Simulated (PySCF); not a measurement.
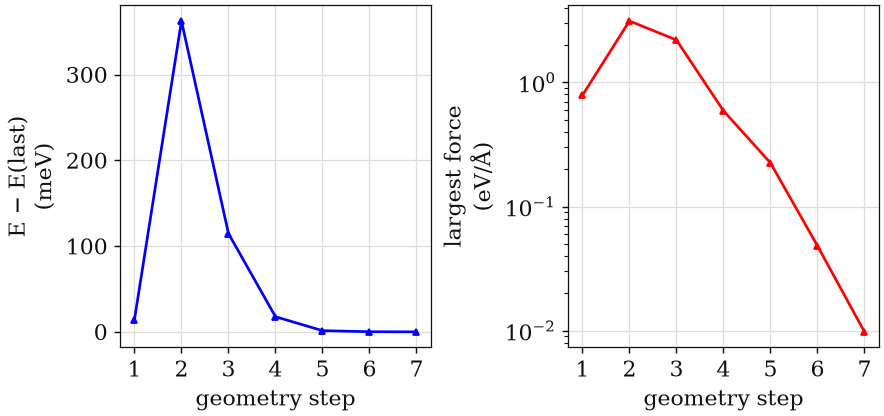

History of a geometry optimisation.

System: CHCl$_{2}$F (SMILES FC(Cl)Cl).
Method: PBE0-D3(BJ)/def2-SVP, geometry optimisation (PySCF 2.14.0, density fitting).

### How did the optimisation end?

The optimisation met its thresholds at geometry 7, counting the start as the first. The energy fell by about 14 meV from the first step to the last, with a rise at step 2. The largest force goes from about 0.79 eV/Å at the start to 0.01 eV/Å at the end, with a peak of 3.1 eV/Å at step 2.
